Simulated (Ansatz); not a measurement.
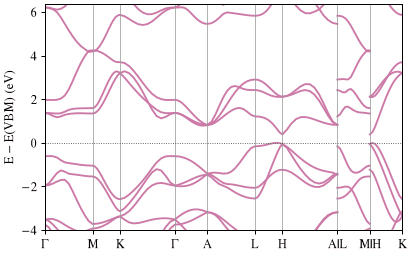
Figure. Band structure from PBEsol in the plane-wave PAW code Ansatz

Read off the gap and where the band edges lie.

About 0.4 eV (0.39 eV by a search for the band edges); maximum on the L–H line, 79 % of the way from L, minimum at H.

The material is Se (trigonal Se type, P3_121).

Symmetry was held in the PBEsol relaxation. A crystal of weakly bound chains computed without a dispersion correction: the cell and the soft elastic constants depend strongly on that. Spin–orbit coupling is left out wherever it is not named.

Potentials: the later of the program's two PAW sets.
